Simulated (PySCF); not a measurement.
# C5H5N: magnetic properties

Aim: compute the magnetic properties of C5H5N (`N=C1C=CC=C1`).

Programs: PySCF 2.14.0, with routines of our own; each step states its level. All values are computed. Atoms count from 0.

## (1) The starting structure

11 atoms, charge 0, multiplicity 1; geometry from: GFN2-xTB.

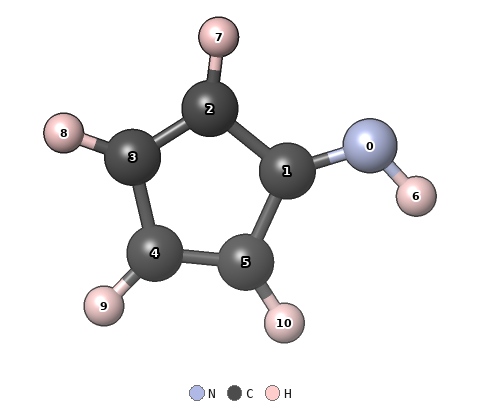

The starting geometry (nitrogen light blue, carbon dark grey, hydrogen pink).

## (2) Magnetic properties: GIAO BHandHLYP/aug-pcSseg-1

The job: settings as JSON, then the geometry in Å.

```
{"job": {"kind": "mag", "xc": "BHandHLYP", "basis": "aug-pcSseg-1", "isotopologues": 2}, "charge": 0, "multiplicity": 1}
N      2.188799     0.182208     0.123089
C      0.932637     0.082176     0.050830
C      0.028171     1.241941    -0.073806
C     -1.226471     0.783175    -0.125064
C     -1.212115    -0.684713    -0.036936
C      0.051415    -1.108989     0.066500
H      2.687743    -0.702517     0.206347
H      0.379241     2.253833    -0.112571
H     -2.129834     1.359341    -0.215361
H     -2.104434    -1.285481    -0.057155
H      0.410273    -2.118304     0.148165
```

Level: GIAO BHandHLYP/aug-pcSseg-1 magnetisability, rotational g tensor and spin-rotation constants, non-relativistic, gas phase.

Run with:

```sh
OMP_NUM_THREADS=1 python excited_run.py task.json out
```

The driver reads the jobs from task.json and runs them one after another.

What it wrote:

```text
coarse grid: 9592 points
cycle   1  E = -247.9821178694  dE =  1.267e+00  |g| = 3.665e-01  |ddm| = 8.567e+00
cycle   2  E = -247.9961342034  dE = -1.402e-02  |g| = 3.447e-01  |ddm| = 2.740e+00
cycle   3  E = -248.0195061425  dE = -2.337e-02  |g| = 9.003e-02  |ddm| = 1.676e+00
cycle   4  E = -248.0211781297  dE = -1.672e-03  |g| = 3.818e-02  |ddm| = 3.065e-01
cycle   5  E = -248.0215451894  dE = -3.671e-04  |g| = 4.491e-03  |ddm| = 1.346e-01
cycle   6  E = -248.0215495526  dE = -4.363e-06  |g| = 2.639e-03  |ddm| = 2.313e-02
final grid: 93896 points
cycle   7  E = -248.0530392018  dE = -1.363e-05  |g| = 4.110e-03  |ddm| = 1.935e-01
cycle   8  E = -248.0530369935  dE =  2.208e-06  |g| = 5.052e-03  |ddm| = 2.568e-02
cycle   9  E = -248.0530434771  dE = -6.484e-06  |g| = 5.417e-04  |ddm| = 1.184e-02
cycle  10  E = -248.0530435480  dE = -7.095e-08  |g| = 1.455e-04  |ddm| = 1.902e-03
cycle  11  E = -248.0530435521  dE = -4.140e-09  |g| = 7.353e-05  |ddm| = 1.061e-03
cycle  12  E = -248.0530435535  dE = -1.400e-09  |g| = 1.660e-05  |ddm| = 2.346e-04
cycle  13  E = -248.0530435536  dE = -8.737e-11  |g| = 6.731e-06  |ddm| = 7.951e-05
converged SCF energy = -248.0530435536

Magnetisability tensor (1e-30 J/T^2)
     -453.03      -38.22       36.19
      -38.22     -520.15      -30.67
       36.19      -30.67     -994.85
isotropic -656.01   principal values    -998.91   -537.10   -432.02
isotropic susceptibility -39.506 1e-6 cm^3/mol

Inertial axes            a          b          c
rot. const./GHz      8.3924     3.9382     2.6804
chi total           -27.240    -31.122    -60.156
chi diamagnetic    -219.281   -372.136   -522.957
chi paramagnetic    192.041    341.013    462.801
quadrupole/D A        1.189      4.450     -5.640
g nuclear            0.6181     0.5693     0.5849
g electronic        -0.7572    -0.6309    -0.5828
g total             -0.1391    -0.0616     0.0021

Spin-rotation constants (kHz, H = +C I.J)
atom  isotope        aa         bb         cc
  0    14N        2.586      0.983      0.103
  6     1H        0.037      0.349     -0.334
  7     1H       -0.807      0.421     -0.333
  8     1H        0.345     -0.105     -0.322
  9     1H        0.389     -0.130     -0.321
 10     1H       -0.838      0.378     -0.344
  1    13C*       3.668      2.199      0.582
  2    13C*       2.509      2.049      0.423
  3    13C*       3.190      1.937      0.404
  4    13C*       3.288      1.894      0.404
  5    13C*       2.341      1.871      0.441
* in the singly substituted isotopologue

Isotopologues: g along a, b, c
2H    at 6,7,8,9,10        -0.1143    -0.0540     0.0017
15N   at 0                 -0.1390    -0.0597     0.0021
```

It took 37 s on 1 thread of Arm Neoverse N1, shared host; peak memory 0.73 GiB.

In short:

```
              quantity                     value
       magnetisability           -656·10⁻³⁰ J/T²
  molar susceptibility        -39.5·10⁻⁶ cm³/mol
rotational g (a, b, c)  -0.1391, -0.0616, 0.0021
```

## (3) Magnetic properties: GIAO BLYP/aug-pcSseg-1

Settings changed since step 2:

```diff
@@ -1,2 +1,2 @@
-{"job": {"kind": "mag", "xc": "BHandHLYP", "basis": "aug-pcSseg-1", "isotopologues": 2}, "charge": 0, "multiplicity": 1}
+{"job": {"kind": "mag", "xc": "BLYP", "basis": "aug-pcSseg-1", "scf": {"guess": "vsap"}}, "charge": 0, "multiplicity": 1}
 N      2.188799     0.182208     0.123089
```

Level: GIAO BLYP/aug-pcSseg-1 magnetisability, rotational g tensor and spin-rotation constants, non-relativistic, gas phase.

What it wrote:

```text
final grid: 93896 points
cycle   1  E = -240.1202370129  dE =  7.073e+00  |g| = 4.659e+00  |ddm| = 5.091e+02
cycle   2  E = -222.6138460623  dE =  1.751e+01  |g| = 9.026e+00  |ddm| = 5.083e+02
cycle   3  E = -245.2313394429  dE = -2.262e+01  |g| = 3.504e+00  |ddm| = 1.726e+01
cycle   4  E = -245.1801525263  dE =  5.119e-02  |g| = 2.796e+00  |ddm| = 7.627e+00
cycle   5  E = -247.1932685898  dE = -2.013e+00  |g| = 1.715e+00  |ddm| = 8.149e+00
cycle   6  E = -247.9654108135  dE = -7.721e-01  |g| = 7.624e-01  |ddm| = 4.905e+00
cycle   7  E = -248.1005350934  dE = -1.351e-01  |g| = 2.849e-01  |ddm| = 2.106e+00
cycle   8  E = -248.1148288948  dE = -1.429e-02  |g| = 1.543e-01  |ddm| = 6.666e-01
cycle   9  E = -248.1202695099  dE = -5.441e-03  |g| = 2.938e-02  |ddm| = 4.181e-01
cycle  10  E = -248.1200689427  dE =  2.006e-04  |g| = 3.973e-02  |ddm| = 1.130e-01
cycle  11  E = -248.1204754534  dE = -4.065e-04  |g| = 7.501e-03  |ddm| = 9.315e-02
cycle  12  E = -248.1204888063  dE = -1.335e-05  |g| = 3.409e-03  |ddm| = 3.458e-02
cycle  13  E = -248.1204917316  dE = -2.925e-06  |g| = 5.099e-04  |ddm| = 9.762e-03
cycle  14  E = -248.1204918032  dE = -7.169e-08  |g| = 4.829e-05  |ddm| = 2.390e-03
cycle  15  E = -248.1204918036  dE = -3.354e-10  |g| = 2.963e-05  |ddm| = 2.533e-04
converged SCF energy = -248.1204918036

Magnetisability tensor (1e-30 J/T^2)
     -407.43      -42.94       35.85
      -42.94     -509.06      -28.33
       35.85      -28.33     -939.44
isotropic -618.64   principal values    -943.34   -524.30   -388.29
isotropic susceptibility -37.256 1e-6 cm^3/mol

Inertial axes            a          b          c
rot. const./GHz      8.3924     3.9382     2.6804
chi total           -24.506    -30.451    -56.809
chi diamagnetic    -219.721   -372.518   -524.294
chi paramagnetic    195.215    342.066    467.485
quadrupole/D A        0.715      3.876     -4.591
g nuclear            0.6181     0.5693     0.5849
g electronic        -0.7697    -0.6329    -0.5887
g total             -0.1516    -0.0636    -0.0038

Spin-rotation constants (kHz, H = +C I.J)
atom  isotope        aa         bb         cc
  0    14N        2.719      0.954      0.122
  6     1H        0.160      0.350     -0.345
  7     1H       -0.791      0.424     -0.347
  8     1H        0.389     -0.110     -0.329
  9     1H        0.427     -0.137     -0.327
 10     1H       -0.827      0.378     -0.358
  1    13C*       3.986      2.162      0.638
  2    13C*       2.604      2.025      0.472
  3    13C*       3.374      1.905      0.456
  4    13C*       3.445      1.854      0.454
  5    13C*       2.411      1.828      0.499
* in the singly substituted isotopologue
```

Run time: 58 s. Hardware: 1 thread of Arm Neoverse N1, shared host; peak memory 0.6 GiB.

From this job:

```csv
quantity,value
magnetisability,-619·10⁻³⁰ J/T²
molar susceptibility,-37.3·10⁻⁶ cm³/mol
"rotational g (a, b, c)","-0.1516, -0.0636, -0.0038"
```

## (4) Magnetic properties: GIAO revPBE/6-311G**

Settings changed since step 3:

```diff
@@ -1,2 +1,2 @@
-{"job": {"kind": "mag", "xc": "BLYP", "basis": "aug-pcSseg-1", "scf": {"guess": "vsap"}}, "charge": 0, "multiplicity": 1}
+{"job": {"kind": "mag", "xc": "revPBE", "basis": "6-311G**"}, "charge": 0, "multiplicity": 1}
 N      2.188799     0.182208     0.123089
```

Method: GIAO revPBE/6-311G** magnetisability, rotational g tensor and spin-rotation constants, non-relativistic, gas phase.

What it wrote:

```text
coarse grid: 9592 points
cycle   1  E = -248.1746254864  dE =  8.497e-01  |g| = 5.016e-01  |ddm| = 3.045e+00
cycle   2  E = -248.1108663270  dE =  6.376e-02  |g| = 7.234e-01  |ddm| = 1.594e+00
cycle   3  E = -248.2301349457  dE = -1.193e-01  |g| = 2.094e-01  |ddm| = 1.019e+00
cycle   4  E = -248.2402560235  dE = -1.012e-02  |g| = 7.421e-02  |ddm| = 2.279e-01
cycle   5  E = -248.2416115813  dE = -1.356e-03  |g| = 2.164e-02  |ddm| = 8.404e-02
cycle   6  E = -248.2417106794  dE = -9.910e-05  |g| = 1.020e-02  |ddm| = 2.459e-02
cycle   7  E = -248.2417386306  dE = -2.795e-05  |g| = 1.382e-03  |ddm| = 9.081e-03
cycle   8  E = -248.2417390218  dE = -3.913e-07  |g| = 7.187e-04  |ddm| = 1.745e-03
final grid: 93896 points
cycle   9  E = -248.2236312945  dE = -5.495e-05  |g| = 9.289e-03  |ddm| = 5.448e-02
cycle  10  E = -248.2236079701  dE =  2.332e-05  |g| = 1.315e-02  |ddm| = 2.238e-02
cycle  11  E = -248.2236489411  dE = -4.097e-05  |g| = 3.806e-03  |ddm| = 1.475e-02
cycle  12  E = -248.2236528828  dE = -3.942e-06  |g| = 7.805e-04  |ddm| = 3.563e-03
cycle  13  E = -248.2236529543  dE = -7.148e-08  |g| = 5.946e-04  |ddm| = 9.383e-04
cycle  14  E = -248.2236530426  dE = -8.833e-08  |g| = 5.374e-05  |ddm| = 5.391e-04
cycle  15  E = -248.2236530432  dE = -5.426e-10  |g| = 2.850e-05  |ddm| = 7.272e-05
converged SCF energy = -248.2236530432

Magnetisability tensor (1e-30 J/T^2)
     -411.49      -48.39       37.99
      -48.39     -500.36      -31.15
       37.99      -31.15     -972.25
isotropic -628.03   principal values    -976.46   -521.25   -386.40
isotropic susceptibility -37.821 1e-6 cm^3/mol

Inertial axes            a          b          c
rot. const./GHz      8.3924     3.9382     2.6804
chi total           -24.755    -29.905    -58.804
chi diamagnetic    -217.845   -370.389   -522.091
chi paramagnetic    193.091    340.484    463.288
quadrupole/D A        1.043      3.775     -4.819
g nuclear            0.6181     0.5693     0.5849
g electronic        -0.7613    -0.6300    -0.5834
g total             -0.1432    -0.0607     0.0015

Spin-rotation constants (kHz, H = +C I.J)
atom  isotope        aa         bb         cc
  0    14N        2.702      0.937      0.107
  6     1H        0.162      0.380     -0.346
  7     1H       -0.779      0.413     -0.344
  8     1H        0.370     -0.106     -0.328
  9     1H        0.412     -0.134     -0.328
 10     1H       -0.815      0.363     -0.359
  1    13C*       3.678      2.039      0.600
  2    13C*       2.443      1.904      0.435
  3    13C*       3.163      1.803      0.424
  4    13C*       3.244      1.749      0.420
  5    13C*       2.268      1.704      0.459
* in the singly substituted isotopologue
```

Run time: 30 s. Hardware: 1 thread of Arm Neoverse N1, shared host; peak memory 0.46 GiB.

In short:

| quantity | value |
| --- | --- |
| magnetisability | -628·10⁻³⁰ J/T² |
| molar susceptibility | -37.8·10⁻⁶ cm³/mol |
| rotational g (a, b, c) | -0.1432, -0.0607, 0.0015 |

## (5) Magnetic properties: common gauge origin BHandHLYP/cc-pVDZ

Settings changed since step 4:

```diff
@@ -1,2 +1,2 @@
-{"job": {"kind": "mag", "xc": "revPBE", "basis": "6-311G**"}, "charge": 0, "multiplicity": 1}
+{"job": {"kind": "mag", "xc": "BHandHLYP", "basis": "cc-pVDZ", "gauge": [0, 5, 0], "scf": {"max_cycle": 66}}, "charge": 0, "multiplicity": 1}
 N      2.188799     0.182208     0.123089
```

Method: common gauge origin BHandHLYP/cc-pVDZ magnetisability, rotational g tensor and spin-rotation constants, non-relativistic, gas phase.

What it wrote:

```text
final grid: 93896 points
cycle   1  E = -248.0531055682  dE =  1.304e+00  |g| = 3.619e-01  |ddm| = 6.492e+00
cycle   2  E = -248.0667620092  dE = -1.366e-02  |g| = 3.386e-01  |ddm| = 1.310e+00
cycle   3  E = -248.0900881991  dE = -2.333e-02  |g| = 8.637e-02  |ddm| = 6.275e-01
cycle   4  E = -248.0917446500  dE = -1.656e-03  |g| = 3.516e-02  |ddm| = 1.635e-01
cycle   5  E = -248.0920663682  dE = -3.217e-04  |g| = 4.352e-03  |ddm| = 6.301e-02
cycle   6  E = -248.0920701742  dE = -3.806e-06  |g| = 2.611e-03  |ddm| = 9.955e-03
cycle   7  E = -248.0920719513  dE = -1.777e-06  |g| = 8.068e-04  |ddm| = 4.496e-03
cycle   8  E = -248.0920721380  dE = -1.867e-07  |g| = 2.529e-04  |ddm| = 1.972e-03
cycle   9  E = -248.0920721550  dE = -1.700e-08  |g| = 7.707e-05  |ddm| = 5.922e-04
cycle  10  E = -248.0920721572  dE = -2.252e-09  |g| = 2.981e-05  |ddm| = 2.044e-04
cycle  11  E = -248.0920721575  dE = -2.567e-10  |g| = 9.364e-06  |ddm| = 5.128e-05
converged SCF energy = -248.0920721575

Magnetisability tensor (1e-30 J/T^2)
   -29458.69       -2.95     -573.67
       -2.95    -2297.13      -34.73
     -573.67      -34.73   -20876.64
isotropic -17544.15   principal values  -29496.87 -20838.52  -2297.07
isotropic susceptibility -1056.534 1e-6 cm^3/mol

Inertial axes            a          b          c
rot. const./GHz      8.3924     3.9382     2.6804
chi total         -1775.640   -142.666  -1251.295
chi diamagnetic    -217.747   -370.180   -521.737
chi paramagnetic  -1557.893    227.514   -729.557
quadrupole/D A        1.250      3.795     -5.045
g nuclear            0.6181     0.5693     0.5849
g electronic         6.1423    -0.4209     0.9187
g total              6.7604     0.1484     1.5036

Spin-rotation constants (kHz, H = +C I.J)
atom  isotope        aa         bb         cc
  0    14N        2.389      0.979      0.086
  6     1H        8.035      1.090      2.361
  7     1H      -10.955     -0.083     -3.003
  8     1H       -5.958      0.731     -1.310
  9     1H        6.859      0.717      1.677
 10     1H       12.291     -0.121      2.582
  1    13C*       2.898      1.660      0.234
  2    13C*       0.543      1.580     -0.229
  3    13C*       1.705      1.673      0.025
  4    13C*       3.343      1.636      0.439
  5    13C*       3.547      1.388      0.589
* in the singly substituted isotopologue
```

Run time: 8.6 s. Hardware: 1 thread of Arm Neoverse N1, shared host; peak memory 0.52 GiB.

It converged, yet the result is unsound: a common gauge origin replaces GIAOs, so the magnetic properties depend on where the origin lies.

## (6) The levels compared

```
                      level  ξ (10⁻³⁰ J/T²)     g(a)     g(b)  gap (eV)  functions  time
GIAO BHandHLYP/aug-pcSseg-1            -656  -0.1391  -0.0616      6.32        201  37 s
     GIAO BLYP/aug-pcSseg-1            -619  -0.1516  -0.0636      2.43        201  58 s
       GIAO revPBE/6-311G**            -628  -0.1432  -0.0607      2.49        138  30 s
```

## (7) Outcome

| quantity | value |
| --- | --- |
| magnetisability (step 2, GIAO BHandHLYP/aug-pcSseg-1) | -656·10⁻³⁰ J/T² |
| molar susceptibility (step 2, GIAO BHandHLYP/aug-pcSseg-1) | -39.5·10⁻⁶ cm³/mol |
| rotational g (a, b, c) (step 2, GIAO BHandHLYP/aug-pcSseg-1) | -0.1391, -0.0616, 0.0021 |
| magnetisability over the levels | -656 to -619·10⁻³⁰ J/T² |
| runs | 0 failed, 1 ended on unsound input |

The magnetisability spreads by 5.9 % over 3 levels, from GIAO BHandHLYP/aug-pcSseg-1 (37 s) to GIAO BLYP/aug-pcSseg-1 (58 s); the runs took 30 s to 58 s. Vibrational averaging and real surroundings are missing from these values.
